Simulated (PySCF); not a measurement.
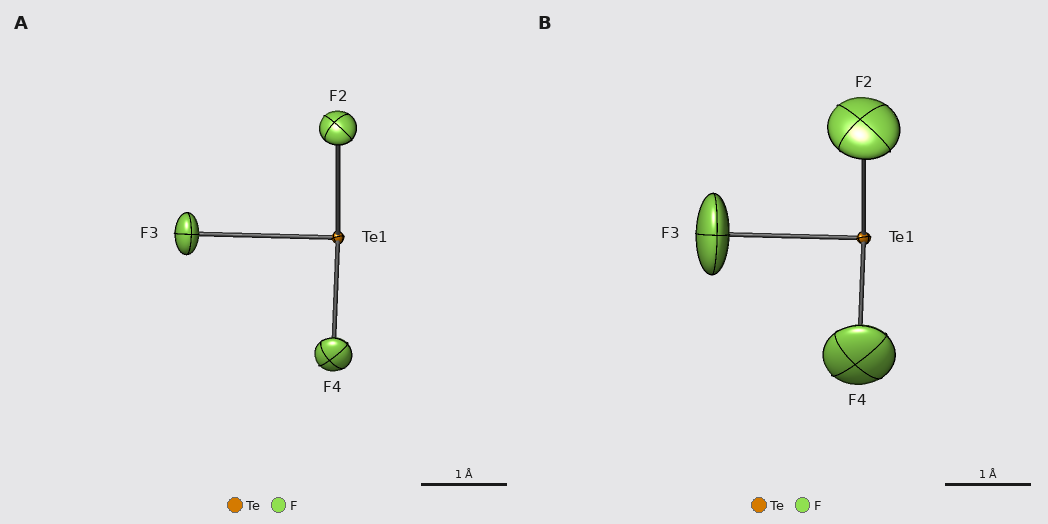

Displacement ellipsoids at the 50 % level, scaled by 3, from the internal vibrations of the free molecule (harmonic, no overall translation or rotation; no half-axis is drawn under 0.075 Å). The species has charge +1 and is a spin singlet. Vibrations computed with RKS-based PBE0, Te def2-TZVP with ECP28, F def2-TZVP; scalar-relativistic core potentials; density fitting (PySCF 2.14.0). One panel is for 200 K, the other for 900 K.

### Which panel is for 900 K?

B.

### How much does the mean-square displacement of F3 grow, and why?

U_eq goes from 0.0020 to 0.0066 Å², a factor of 3.4. Modes below kT (626 cm⁻¹ at 900 K) grow about in proportion to T, and the lowest lies at 226 cm⁻¹; the mean-square amplitude of a mode is its zero-point value times coth(ħω/2kT), which comes close to 1 only above about 3kT.
